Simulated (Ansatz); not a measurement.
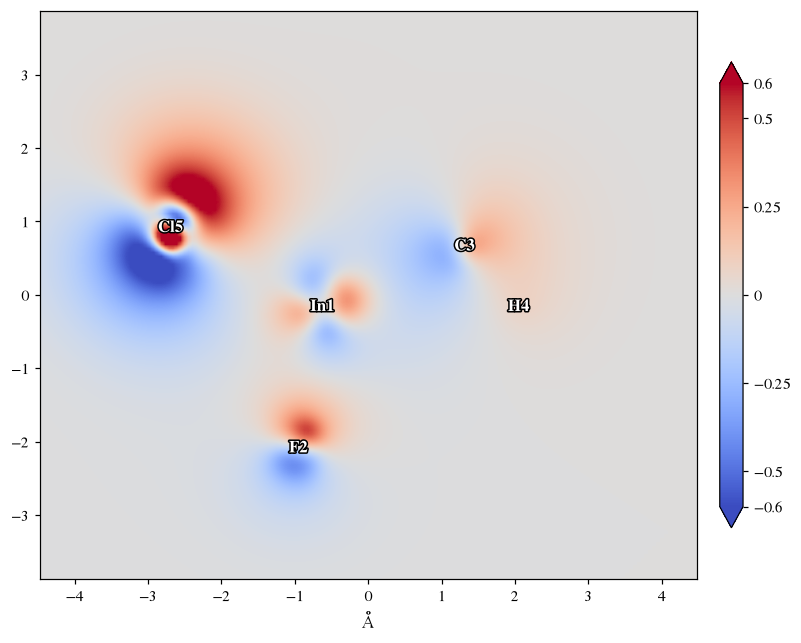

Figure. CH$_{3}$ClFIn. The HOMO on the plane of atoms F2, In1 and C3 (values in Å⁻³ᐟ²; the overall sign is arbitrary).

Core potentials replace the inner electrons of In.

Method: UKS LDA/def2-SVP in Ansatz 0.2.0.

```yaml
atoms:
  - { symbol: In, position_ang: [0.7470, 0.2921, 0.5922] }
  - { symbol: F, position_ang: [2.4185, -0.6950, 0.7935] }
  - { symbol: C, position_ang: [-0.8065, -0.3664, -0.6742] }
  - { symbol: H, position_ang: [-0.4949, -1.3120, -1.1579] }
  - { symbol: Cl, position_ang: [0.8493, 2.1832, 1.9405] }
  - { symbol: H, position_ang: [-1.7166, -0.5203, -0.0614] }
  - { symbol: H, position_ang: [-0.9969, 0.4183, -1.4327] }
```

### Where does this orbital lie, and at what energy?

It lies mainly on Cl5 (about 80 %) and In1 (about 10 %); largely a lone pair of Cl5. Its energy is −7.25 eV.
